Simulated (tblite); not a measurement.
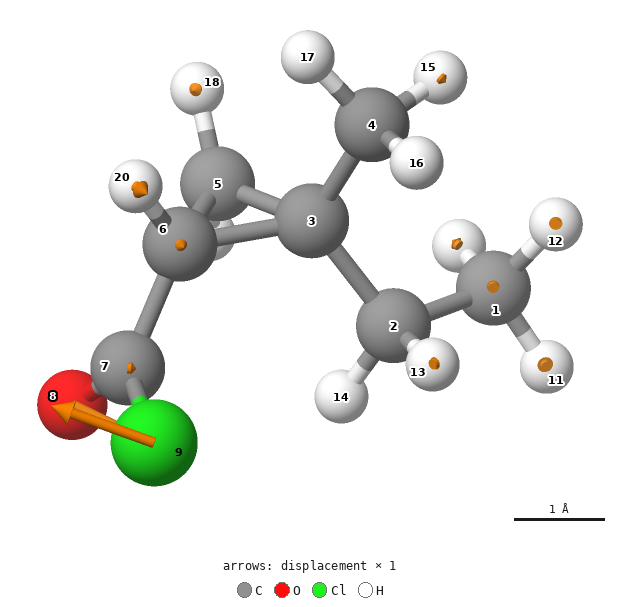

This is a relaxation of C₇H₁₁ClO. The starting structure is drawn; orange arrows show the displacements, at their true length. The two geometries are superimposed by the best rigid fit.

The picture is a ball-and-stick view, seen at a tilt.

Method: GFN2-xTB geometry optimisation, gas phase in tblite. 

**What happened in the run?**

After 112 geometry steps the energy has fallen by 32.1 kJ/mol. The Cl atom moves most after the best rigid fit: 1.22 Å. By element the largest moves are Cl 1.22 Å, O 0.94 Å, H 0.22 Å, C 0.11 Å. Near-neighbour distances that change, for instance: C–Cl 1.733 → 1.784 Å, C–C 1.497 → 1.453 Å, C–O 1.218 → 1.189 Å, C–C 1.517 → 1.539 Å. Bond angles that change, for instance: C–C–O 120.8° → 129.6°, O–C–Cl 127.2° → 119.0°, C–C–C 121.2° → 118.2°. Groups turn about C–C by about 55°.
